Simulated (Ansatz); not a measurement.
H3PO (SMILES O=[PH3]): methods side by side

H3PO has 5 atoms, charge 0, and is taken as a singlet. SMILES: `O=[PH3]`. The shape is that of a GFN2-xTB optimisation.

Quantity: the vertical ionisation energy (to the doublet cation), in eV. The values are calculated.

| level | kind | program | value (eV) | less CCSDT/STO-3G | CPU time (all runs) |
| --- | --- | --- | --- | --- | --- |
| HF/STO-3G | Hartree–Fock | Ansatz | 4.10 | -0.83 | 0.34 s |
| PBE/STO-3G | GGA | Ansatz | 6.66 | +1.73 | 20 s |
| r2SCAN0/STO-3G | hybrid meta-GGA | Ansatz | 6.22 | +1.29 | 40 s |
| wB97X/STO-3G | range-separated hybrid | Ansatz | 6.24 | +1.31 | 61 s |
| B2PLYP/STO-3G | double hybrid | Ansatz | 5.87 | +0.94 | 14 s |
| RPA@PBE/STO-3G | RPA | Ansatz | 4.90 | -0.03 | 30 s |
| MP2/STO-3G | perturbation theory | Ansatz | 4.87 | -0.06 | 0.45 s |
| BCCD(T)/STO-3G | coupled cluster or CI | Ansatz | 4.93 | 0.00 | 0.75 s |
| CCSDT(Q)/STO-3G | coupled cluster or CI | Ansatz | 4.93 | 0.00 | 1.6 s |
| CCSDT/STO-3G | coupled cluster or CI | Ansatz | 4.93 | 0.00 | 1.1 s |

CCSDT/STO-3G is the highest level here, not the true value. The values span 4.10 to 6.66 eV. All rows use very small basis sets, so none should be taken for the real molecule's value. CPU times are rough (shared hosts, several kinds of processor and program).

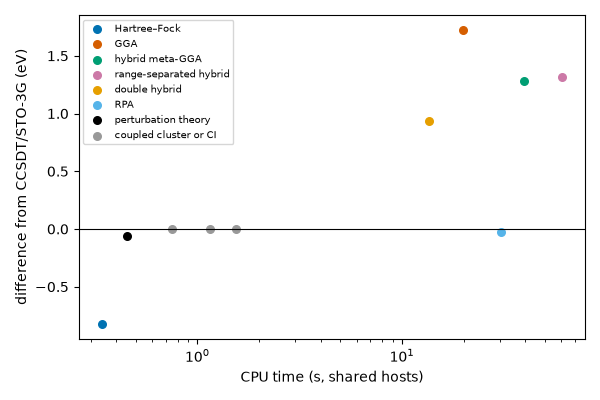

Difference from CCSDT/STO-3G against processor time, one point a level.
